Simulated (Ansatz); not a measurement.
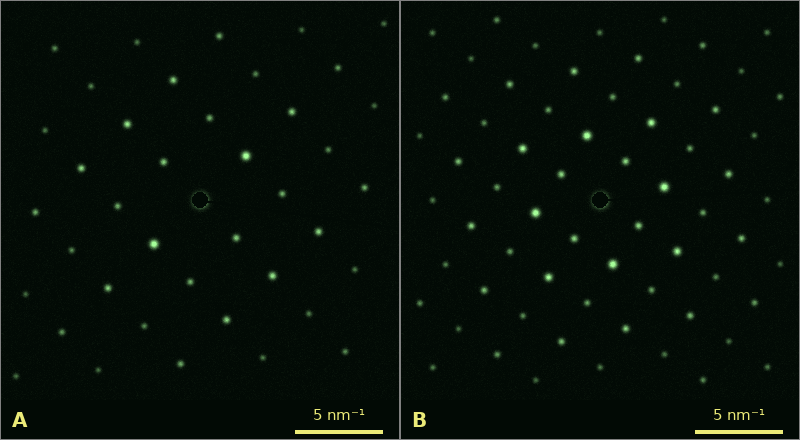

Kinematic electron diffraction patterns (300 kV, B = 0.5 Å², same scale, each along a low-index zone) of two structures of composition BiCl, each relaxed at zero pressure with DFT PBE, scalar-relativistic, plane waves, PAW in Ansatz.

The structures (standard cells):
1. P4/mmm (No. 123), a = 3.313 Å, c = 4.821 Å, 2 atoms; generated start, possibly hypothetical
2. Pm-3m (No. 221), a = 3.748 Å, 2 atoms; generated start, possibly hypothetical

**Which pattern belongs to which structure, and along which zone?**

A is structure 1 along [101] or an equivalent direction: rectangular net of 0 1 0 at d = 3.31 Å and 1 0 -1 at d = 2.73 Å, 90.0° apart. B is structure 2 along [001] or an equivalent direction: square net of 1 0 0 at d = 3.75 Å and 0 1 0 at d = 3.75 Å, 90.0° apart.

**Which structure lies lowest at this level of theory, and by how much?**

Structure 1 (P4/mmm, 26.46 Å³ an atom) is the lowest of these; structure 2 (Pm-3m, 26.33 Å³ an atom) lies about 160 meV an atom higher. These are static energies at 0 K; other structures, not shown, may lie lower still.
